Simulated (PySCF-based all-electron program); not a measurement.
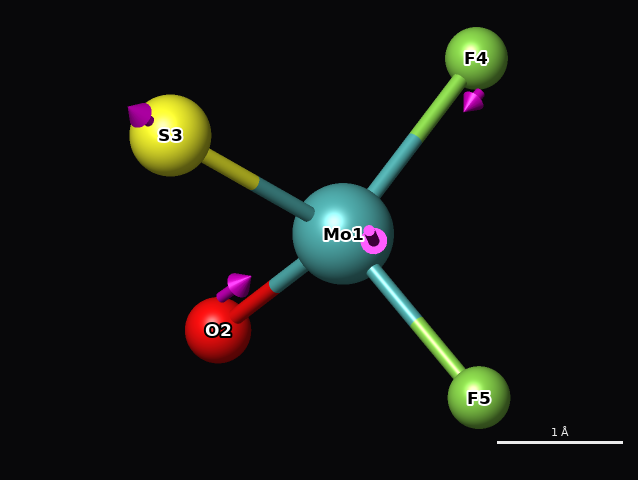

Arrows show the forces on the atoms, 0.1 Å of arrow for 1 eV/Å; forces under a tenth of the largest aren't drawn. The species is neutral and a spin singlet. Level of theory: PBE, all-electron, scalar-relativistic (Koelling-Harmon), large uncontracted Gaussian sets (PySCF-based all-electron program).

Question: On which atom is the force largest, and how large is it?

Answer: On Mo1: 7.21 eV/Å.

Question: Which bond do the forces act along most?

Answer: Mo1–O2, now 1.798 Å: the forces pull its atoms together, so a first step downhill shortens it.

List the force components in the frame of the picture (x right, y up, z towards the viewer), in eV/Å.

| atom | Fx | Fy | Fz |
| --- | --- | --- | --- |
| Mo1 | 0.50 | −1.11 | −7.11 |
| O2 | 2.45 | 1.73 | 2.97 |
| S3 | −1.75 | 1.18 | 2.24 |
| F4 | −1.33 | −1.57 | 1.29 |
| F5 | 0.13 | −0.24 | 0.61 |
